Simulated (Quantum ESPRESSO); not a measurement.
## Cost against accuracy: ecutwfc for Zr (P6_3/mmc, 2 atoms in the cell)

```yaml
crystal:
  lattice:
    - [3.28717, 0.00000, 0.00000]
    - [-1.64359, 2.84677, 0.00000]
    - [0.00000, 0.00000, 5.24877]
  atoms:
    - { symbol: Zr, position: [0.33333, 0.66667, 0.25000] }
    - { symbol: Zr, position: [0.66667, 0.33333, 0.75000] }
```

Method: PBE, PseudoDojo standard norm-conserving (PBE) pseudopotentials (plane waves; Quantum ESPRESSO).

Base settings: ecutwfc = 70 Ry; occupations = smearing; smearing = cold; degauss = 0.0073499 Ry; potentials = {Zr: Zr.upf}; K_POINTS = automatic 9 9 5 0 0 0; conv_thr = 1e-11 Ry; mixing_beta = 0.4.

Misses are taken against the tightest run, 140 Ry, which need not be fully converged itself. The energy is the free energy per atom.

The count of work is k-points × plane waves × bands × iterations; it is no time, and leaves out set-up, grids and terms that scale otherwise. Core times come from one kind of shared machine and are given to one figure; runs under 30 s give none.

The starting cell comes from a database of computed structures (which also holds hypothetical and non-ambient phases and stackings), without a prior relaxation at this level. Its lattice was rescaled by a random factor within 2.5 % of one. In the base run, with a pressure of about -4 GPa the cell is away from its equilibrium volume at this level.

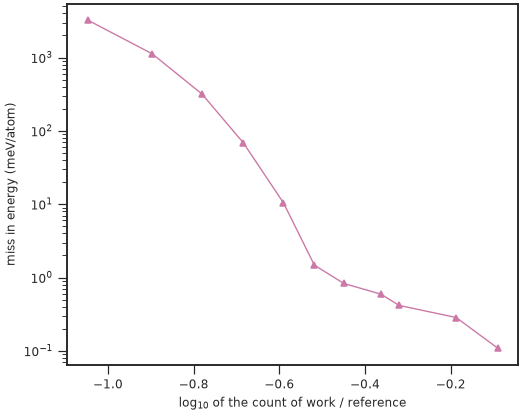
Fig. 1. Miss against the count of work; the reference run is not drawn, and misses under 0.1 meV/atom are drawn there.

| ecutwfc | energy less reference (meV/atom) | pressure less reference (GPa) | count of work / reference | core time / reference (rough) |
|---|---|---|---|---|
| 28 Ry | 3243.48 | -54.14 | 0.090 | – |
| 35 Ry | 1125.22 | -28.44 | 0.13 | – |
| 42 Ry | 317.72 | -11.52 | 0.17 | – |
| 49 Ry | 68.51 | -3.52 | 0.21 | – |
| 56 Ry | 10.42 | -0.74 | 0.26 | – |
| 63 Ry | 1.47 | -0.08 | 0.30 | – |
| 70 Ry | 0.83 | 0.00 | 0.35 | – |
| 80 Ry | 0.59 | 0.00 | 0.43 | 0.4 |
| 91 Ry | 0.42 | 0.00 | 0.48 | 0.5 |
| 105 Ry | 0.28 | 0.00 | 0.65 | 0.8 |
| 122 Ry | 0.11 | 0.00 | 0.81 | 0.9 |
| 140 Ry | 0.00 | 0.00 | 1.0 | 1 |

Coarsest setting among those run that, with all tighter ones, holds the energy within 5 meV/atom of the reference: 63 Ry, off by 1.5 meV/atom; it needs 0.30 of the reference's count of work.

The step from 28 Ry to 56 Ry: it takes the miss in the energy from 3200 to 10 meV/atom, for 2.9 times the count of work.
